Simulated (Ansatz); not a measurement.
# CH3BClFO (SMILES BC(O)(F)Cl): levels of theory compared

We compute a comparison of 4 runs (HF/def2-SVP, PBE0/6-31G*, B3LYP/6-31G*, BLYP/def2-SVP) of CH3BClFO. 

The results are computed with Ansatz 0.2.0.

7 further runs of the same task are left out: 1 that didn't finish, 6 set aside as unsound or not needed.

**1. Starting point**

CH3BClFO: 8 atoms, total charge 0, spin state singlet. As SMILES, `BC(O)(F)Cl`. Geometry: relaxed at PBE0-D4/def2-TZVP. This is one conformer, not always the lowest.

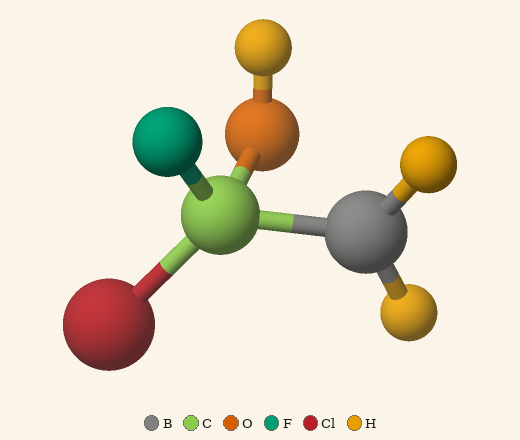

The structure, seen from a chosen angle (boron grey, carbon green, oxygen orange, fluorine teal, chlorine red, hydrogen amber).

**2. Energy and forces at HF/def2-SVP (run 1)**

The input, run.yaml:

```yaml
crystal:
  periodic: [false, false, false]
  atoms:
    - {symbol: B, position_ang: [-0.496700, 0.835900, 0.196700]}
    - {symbol: C, position_ang: [0.656000, -0.125700, -0.169000]}
    - {symbol: O, position_ang: [-0.573100, -0.892300, -0.337200]}
    - {symbol: F, position_ang: [1.403700, -0.711800, 0.783800]}
    - {symbol: Cl, position_ang: [1.548100, -0.091800, -1.664700]}
    - {symbol: H, position_ang: [-0.796500, 0.892200, 1.348900]}
    - {symbol: H, position_ang: [-0.991600, 1.504400, -0.650000]}
    - {symbol: H, position_ang: [-0.657600, -1.468100, 0.435900]}
basis:
  gaussian: {orbitals: def2-SVP}
output: {forces: true, orbitals: {seedname: orbitals}}
magnetization: {spin_polarized: false}
accuracy: high
total_charge: 0
hamiltonian: {xc: hf}
```

Launch:

```bash
ansatz run run.yaml --threads 1 --pin off --max-ram 2610MiB --events-out events.jsonl --progress --plain --runs-dir runs
```

Standard output:

```text
Warning: RAYON_NUM_THREADS=1 ignored (pool sized by the plan → 1); use --threads N
Functional definition: HF
  name "HF"
  exchange = exact_x
  correlation = 0
2038 factors; integrals over basis functions are off by at most 3.5e-9 eV
mean field evaluation 1: about -18982.8595 eV, gradient 3.4e1 eV
mean field evaluation 2: about -18982.9779 eV, gradient 3.4e1 eV
mean field evaluation 4: about -18985.7787 eV, gradient 3.6e0 eV
mean field evaluation 8: about -18985.8339 eV, gradient 3.2e-1 eV
mean field evaluation 16: about -18985.8344 eV, gradient 2.2e-8 eV
mean field -18985.83437143 eV, -697.7165440892 hartree, gradient 2.2e-8 eV, S^2 0.000000; 0 other end points of the search recorded, 0 dependent functions left out
the calculation of the forces begins
reference -18985.83437143 eV, -697.7165440892 hartree; 24, 24 occupied and 65, 65 virtual orbitals, 2038 factors
Total energy: -18985.83437143 eV, -697.7165440892 hartree
Atom 0 at    -0.496700     0.835900     0.196700 Å, force     0.016689     0.516027     0.108965 eV/Å
Atom 1 at     0.656000    -0.125700    -0.169000 Å, force    -0.263334    -0.972673     0.159395 eV/Å
Atom 2 at    -0.573100    -0.892300    -0.337200 Å, force     0.928889    -0.426206     1.105713 eV/Å
Atom 3 at     1.403700    -0.711800     0.783800 Å, force    -0.602382     0.400725    -0.624736 eV/Å
Atom 4 at     1.548100    -0.091800    -1.664700 Å, force     0.011882     0.029409     0.056887 eV/Å
Atom 5 at    -0.796500     0.892200     1.348900 Å, force    -0.056548     0.006544     0.060799 eV/Å
Atom 6 at    -0.991600     1.504400    -0.650000 Å, force    -0.005003     0.080979    -0.020486 eV/Å
Atom 7 at    -0.657600    -1.468100     0.435900 Å, force    -0.030193     0.365195    -0.846536 eV/Å
Dipole moment:    -0.167328    -0.161919     0.236478 e Å
```

Wall time 8.1 s (1 thread of Intel Xeon Platinum 8259CL at 2.50GHz (Skylake/Cascade Lake), shared host); peak memory 0.28 GiB.

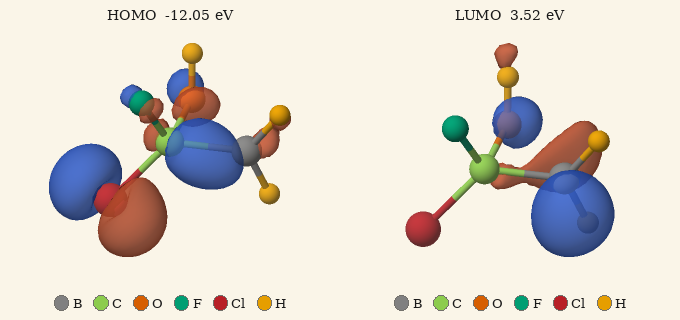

Frontier orbitals of this run, surfaces at ±0.2 Å^-3/2.

**3. Energy and forces at PBE0/6-31G(d) (spherical functions) (run 2)**

The input, job.yaml:

```yaml
crystal:
  periodic: [false, false, false]
  atoms:
    - symbol: B
      position_ang: [-0.496700, 0.835900, 0.196700]
    - symbol: C
      position_ang: [0.656000, -0.125700, -0.169000]
    - symbol: O
      position_ang: [-0.573100, -0.892300, -0.337200]
    - symbol: F
      position_ang: [1.403700, -0.711800, 0.783800]
    - symbol: Cl
      position_ang: [1.548100, -0.091800, -1.664700]
    - symbol: H
      position_ang: [-0.796500, 0.892200, 1.348900]
    - symbol: H
      position_ang: [-0.991600, 1.504400, -0.650000]
    - symbol: H
      position_ang: [-0.657600, -1.468100, 0.435900]
basis:
  gaussian:
    orbitals: 6-31G_st_-spherical.json
hamiltonian:
  xc: pbe0
accuracy: high
output:
  forces: true
  orbitals: {seedname: orbitals}
```

The basis set 6-31G* is read from a file made from the Basis Set Exchange's data (not shown).

Launch:

```bash
ansatz run job.yaml --threads 1 --pin off --max-ram 2610MiB --events-out events.jsonl --progress --plain --runs-dir runs
```

Standard output, cut to the lines that bear on the results:

```text
Warning: RAYON_NUM_THREADS=1 ignored (pool sized by the plan → 1); use --threads N
Functional definition: PBE0
  name "PBE0"
[...]
1875 factors; integrals over basis functions are off by at most 3.5e-9 eV
[...]
mean field -19035.76625437 eV, -699.5515069423 hartree, gradient 2.5e-8 eV, S^2 0.000000; 0 other end points of the search recorded, 0 dependent functions left out
[...]
reference -19035.76625621 eV, -699.5515070101 hartree; 24, 24 occupied and 56, 56 virtual orbitals, 1875 factors
Total energy: -19035.76625621 eV, -699.5515070101 hartree
Atom 0 at    -0.496700     0.835900     0.196700 Å, force    -0.017899     0.007816     0.042369 eV/Å
Atom 1 at     0.656000    -0.125700    -0.169000 Å, force     0.011177     0.030530     0.156339 eV/Å
Atom 2 at    -0.573100    -0.892300    -0.337200 Å, force    -0.068142     0.131835    -0.282277 eV/Å
Atom 3 at     1.403700    -0.711800     0.783800 Å, force     0.000497    -0.026595     0.062243 eV/Å
Atom 4 at     1.548100    -0.091800    -1.664700 Å, force     0.123198    -0.016847    -0.238786 eV/Å
Atom 5 at    -0.796500     0.892200     1.348900 Å, force    -0.030373     0.013178     0.054441 eV/Å
Atom 6 at    -0.991600     1.504400    -0.650000 Å, force    -0.029110     0.037274    -0.039175 eV/Å
Atom 7 at    -0.657600    -1.468100     0.435900 Å, force     0.010652    -0.177192     0.244847 eV/Å
Dipole moment:    -0.161574    -0.271264     0.263026 e Å
```

It took 17 s on 1 thread of Intel Xeon Platinum 8259CL at 2.50GHz (Skylake/Cascade Lake), shared host; peak memory 0.29 GiB.

Run 3 isn't shown in full; the table further down has it.

**4. Energy and gradient at BLYP/def2-SVP (run 4)**

Changes to run.yaml since step 2:

```diff
@@ -12,7 +12,7 @@
 basis:
-  gaussian: {orbitals: def2-SVP}
+  gaussian:
+    orbitals: def2-SVP
+hamiltonian:
+  xc: {name: BLYP}
+accuracy: high
 output: {forces: true, orbitals: {seedname: orbitals}}
-magnetization: {spin_polarized: false}
-accuracy: high
-total_charge: 0
-hamiltonian: {xc: hf}
```

Launch:

```bash
ansatz run run.yaml --threads 1 --pin off --max-ram 2610MiB --events-out events.jsonl --progress --plain --runs-dir runs
```

Standard output, cut to the lines that bear on the results:

```text
Warning: RAYON_NUM_THREADS=1 ignored (pool sized by the plan → 1); use --threads N
Functional definition: BLYP
  name "BLYP"
[...]
2038 factors; integrals over basis functions are off by at most 3.5e-9 eV
[...]
mean field -19037.00544031 eV, -699.5970461855 hartree, gradient 1.6e-8 eV, S^2 0.000000; 0 other end points of the search recorded, 0 dependent functions left out
[...]
reference -19037.00548754 eV, -699.5970479214 hartree; 24, 24 occupied and 65, 65 virtual orbitals, 2038 factors
Total energy: -19037.00548754 eV, -699.5970479214 hartree
Atom 0 at    -0.496700     0.835900     0.196700 Å, force    -0.004297     0.181516     0.079850 eV/Å
Atom 1 at     0.656000    -0.125700    -0.169000 Å, force     0.113920     0.458197     0.086389 eV/Å
Atom 2 at    -0.573100    -0.892300    -0.337200 Å, force    -0.748674    -0.249271    -0.762200 eV/Å
Atom 3 at     1.403700    -0.711800     0.783800 Å, force     0.491636    -0.359118     0.769123 eV/Å
Atom 4 at     1.548100    -0.091800    -1.664700 Å, force     0.544753     0.082577    -0.935390 eV/Å
Atom 5 at    -0.796500     0.892200     1.348900 Å, force    -0.138330     0.062851     0.396811 eV/Å
Atom 6 at    -0.991600     1.504400    -0.650000 Å, force    -0.188148     0.285784    -0.259442 eV/Å
Atom 7 at    -0.657600    -1.468100     0.435900 Å, force    -0.070861    -0.462536     0.624859 eV/Å
Dipole moment:    -0.100644    -0.302602     0.188480 e Å
```

Wall time 13 s (1 thread of Intel Xeon Platinum 8259CL at 2.50GHz (Skylake/Cascade Lake), shared host); peak memory 0.28 GiB.

**5. The series**

| run | level | Cartesian functions | energy (Eh) | dipole moment (D) | HOMO energy (eV) | LUMO energy (eV) | wall time |
| --- | --- | --- | --- | --- | --- | --- | --- |
| 1 | HF/def2-SVP | no | -697.716544 | 1.59 | -12.05 | 3.52 | 8.1 s |
| 2 | PBE0/6-31G* (spherical functions) | no | -699.551507 | 1.97 | -8.46 | 0.27 | 17 s |
| 3 | B3LYP/6-31G* (Cartesian functions) | yes | -699.978252 | 1.93 | -8.18 | 0.02 | 15 s |
| 4 | BLYP/def2-SVP | no | -699.597048 | 1.78 | -6.82 | -0.86 | 13 s |

**6. Results**

| quantity | value |
| --- | --- |
| run 4: total energy | -699.59705 Eh |
| run 4: dipole moment | 1.78 D |
| run 4: HOMO energy | -6.82 eV |
| run 4: LUMO energy | -0.86 eV |
| run 4: HOMO–LUMO gap | 5.95 eV |
| run 4: largest force on an atom | 1.097 eV/Å |

What this shows: The dipole moment (its size) runs from 1.59 D (HF/def2-SVP) to 1.97 D (PBE0/6-31G*). The two ends differ in method and basis. The HOMO–LUMO gap runs from 5.95 eV (BLYP/def2-SVP) to 15.56 eV (HF/def2-SVP). Exact exchange widens orbital gaps. Totals of different functionals can't be ranked against each other. All runs together took 52 s, the longest 17 s.
